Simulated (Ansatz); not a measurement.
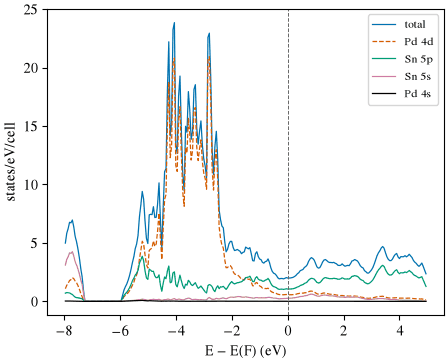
*Total and projected density of states of SnPd in space group Pnma (No. 62; Sn on 4c, Pd on 4c), plane-wave PAW PBEsol (Ansatz code)*

Question: Which orbitals carry the states next to the Fermi level?

Answer: Within 0.5 eV of the Fermi level: Sn 5p 53 %, Pd 4d 29 %, Sn 5s 13 %. Projections are on Löwdin-orthogonalised atomic valence shells; empty p or d shells of many metals are not among them.

Question: Where is the tallest occupied peak in this window, and what makes it?

Answer: Near -4.0 eV, about 24 states/eV per cell; the largest projected share is Pd 4d.

The workflow started from a Materials Project entry (that database holds measured and hypothetical structures alike); the Crystallography Open Database files this formula in space group No. 62, but the cells were not matched. Its standing as an ambient phase is unchecked. Symmetry was held in the PBEsol relaxation; its stability against distortions is not shown here. The run is not spin-polarised. Spin–orbit coupling is left out wherever it is not named.

Potentials: the later of the program's two PAW sets.
